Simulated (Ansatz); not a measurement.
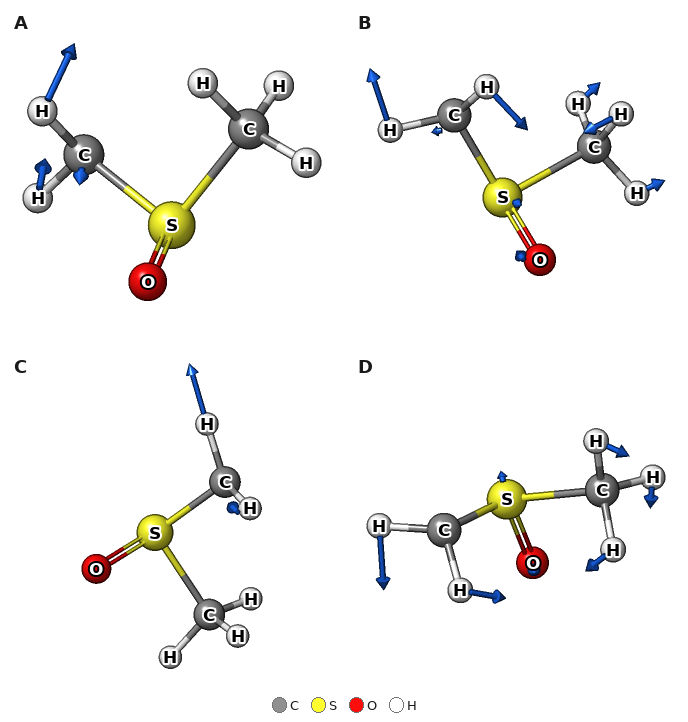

4 normal modes of one molecule or complex, as arrows. State: charge −1, singlet. Harmonic vibrations computed with RKS PBE0-D4/def2-TZVPD (Ansatz 0.2.0) at a stationary point of the same level.

**Match the panels to the wavenumbers 382 cm⁻¹, 580 cm⁻¹, 1025 cm⁻¹, 3134 cm⁻¹.**

A: 580 cm⁻¹
B: 1025 cm⁻¹
C: 3134 cm⁻¹, out-of-phase stretching of 2 C–H bonds
D: 382 cm⁻¹
